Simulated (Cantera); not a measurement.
Charge: 1 mol Ca(OH)₂, 0.56 mol CO₂, 0.025 mol O₂, equilibrated at 0.0133 bar.

Equilibrium computed with Cantera from the NASA thermochemical tables; the gas is ideal and each condensed phase is pure. Candidate condensed phases: C, C₆H₆, C₇H₈, C₈H₁₈, Ca, CaCO₃, CaO, Ca(OH)₂, H₂O; 115 gas species. Kinetics and transport are ignored.

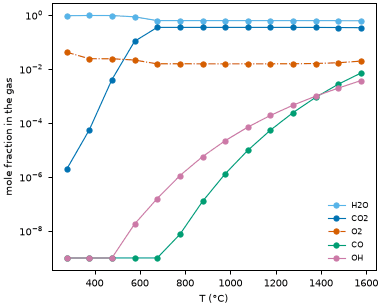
Figure. Equilibrium gas composition (values under 1e-9 drawn at 1e-9)

At 277 °C the condensed part is CaCO₃(calcite) + Ca(OH)₂(s). From 377 °C to 577 °C the condensed part is CaCO₃(calcite) + CaO(s). From 677 °C to 1577 °C the condensed part is CaO(s).
